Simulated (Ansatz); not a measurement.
## Electronic structure of C$_{8}$H$_{16}$ (SMILES C[C@H]1CC[C@H](C)CC1) in real space

Input

```
crystal:
  periodic: [false, false, false]
  atoms:
    - {symbol: C, position_ang: [2.312022, 1.003231, -1.478079]}
    - {symbol: C, position_ang: [0.947457, 0.512181, -1.028311]}
    - {symbol: C, position_ang: [1.006982, -0.923538, -0.519711]}
    - {symbol: C, position_ang: [-0.348667, -1.419091, -0.040575]}
    - {symbol: C, position_ang: [-0.947450, -0.512179, 1.028290]}
    - {symbol: C, position_ang: [-2.311981, -1.003235, 1.478152]}
    - {symbol: C, position_ang: [-1.007010, 0.923529, 0.519668]}
    - {symbol: C, position_ang: [0.348633, 1.419096, 0.040531]}
    - {symbol: H, position_ang: [2.260603, 2.023913, -1.866570]}
    - {symbol: H, position_ang: [2.726831, 0.365166, -2.263045]}
    - {symbol: H, position_ang: [3.018200, 1.001776, -0.641558]}
    - {symbol: H, position_ang: [0.271016, 0.529443, -1.895382]}
    - {symbol: H, position_ang: [1.726488, -0.972339, 0.308993]}
    - {symbol: H, position_ang: [1.396042, -1.580726, -1.304613]}
    - {symbol: H, position_ang: [-1.042057, -1.463228, -0.891506]}
    - {symbol: H, position_ang: [-0.265688, -2.441652, 0.342593]}
    - {symbol: H, position_ang: [-0.270955, -0.529415, 1.895320]}
    - {symbol: H, position_ang: [-2.260550, -2.023973, 1.866495]}
    - {symbol: H, position_ang: [-3.018262, -1.001636, 0.641719]}
    - {symbol: H, position_ang: [-2.726670, -0.365263, 2.263254]}
    - {symbol: H, position_ang: [-1.726514, 0.972297, -0.309040]}
    - {symbol: H, position_ang: [-1.396085, 1.580726, 1.304556]}
    - {symbol: H, position_ang: [1.042012, 1.463266, 0.891468]}
    - {symbol: H, position_ang: [0.265640, 2.441648, -0.342658]}
basis:
  gaussian: {orbitals: def2-TZVPP}
hamiltonian: {xc: pbe0, dispersion: d4}
output: {orbitals: {seedname: orbitals}}
```

Launched as:

```sh
ansatz run in.yaml --threads 4 --pin off --events-out ev --progress --plain --max-ram 66560MiB --backend cuda --devices 0, --max-vram 37GiB
```

Geometry: PBE0-D4/def2-TZVP.

Computed with RKS PBE0-D4/def2-TZVPP in Ansatz 0.2.0.

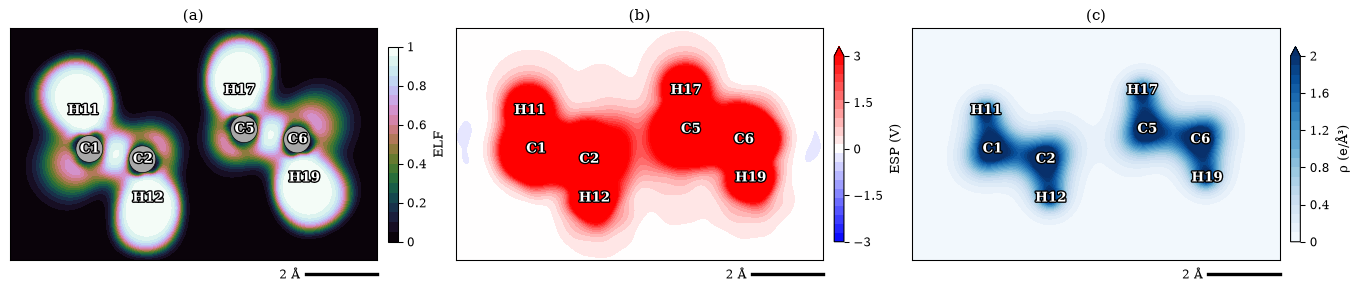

Figure 1. (a) ELF; (b) molecular electrostatic potential; (c) electron density on the plane of atoms C5, C6 and H19. Grey discs cover the atomic cores in the ELF map.

Read the bonding off the picture.

The section cuts through C and H sites.
C–C (1.52 Å): the density is about 1.7 e/Å³ at the midpoint; the ELF peaks at about 0.95 between the atoms: a shared electron pair.
C–H (1.09 Å): ρ is about 2 e/Å³ halfway; the ELF climbs to about 1 towards the hydrogen, as it does in any bond to H: a covalent bond by its length.
The potential has no marked negative region in this plane.

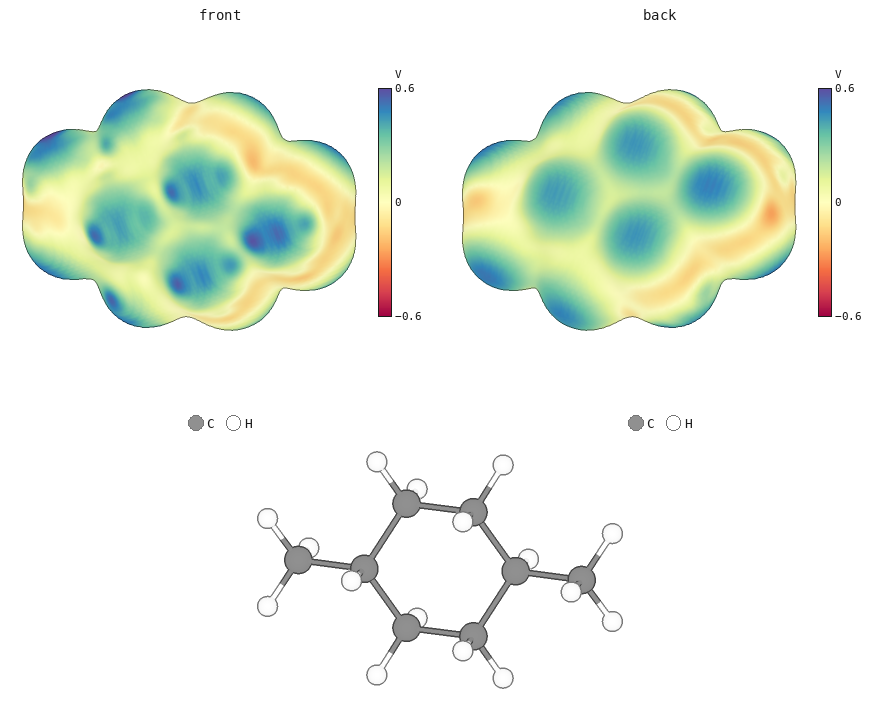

Figure 2. The electrostatic potential painted on the density surface at 0.002 e/bohr³, seen from the front and from behind; the colour scale runs from red (negative) to blue (positive). The bare structure is drawn below in the same view.

Which sites attract a positive test charge, and which a negative one?

A positive charge is drawn to the negative regions and a negative charge to the positive ones. The most negative region (about −0.2 V) lies over C1, C3, C6 and C7, the most positive (about +0.6 V, or +14 kcal/mol for a unit charge) over the H atoms.

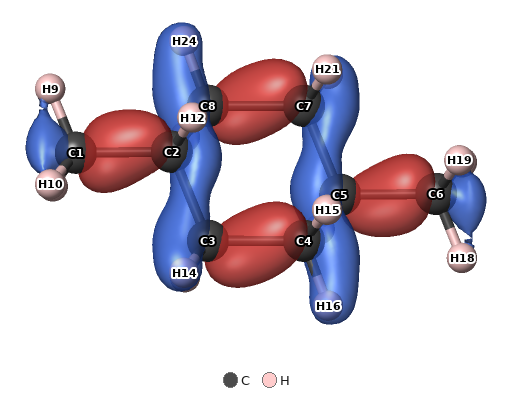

Figure 3. The HOMO−1 at ±0.15 Å⁻³ᐟ² (blue and red are the two phases), seen at a tilt.

What is the character of this orbital?

By Hirshfeld shares it lies mainly on C4 (about 10 %), C3 (about 10 %), C7 (about 10 %), C8 (about 10 %), C5 (about 10 %) and C2 (about 10 %); it is gerade (even under inversion). Its energy is −8.33 eV.

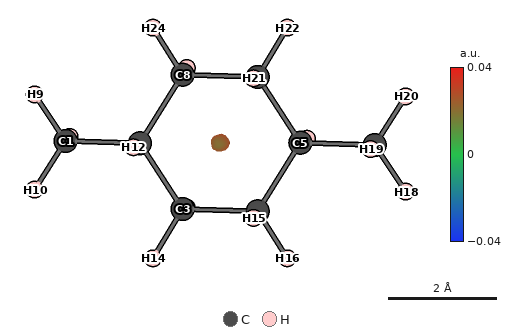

Figure 4. Non-covalent interaction (NCI) plot: the surface where the reduced density gradient is 0.4, for densities under 0.05 a.u., coloured by sign(λ₂)ρ; seen at a tilt.

What holds or crowds the atoms apart from the covalent bonds?

Inside the ring or cage of C2, C3, C4, C5, C7 and C8: steric crowding (red).
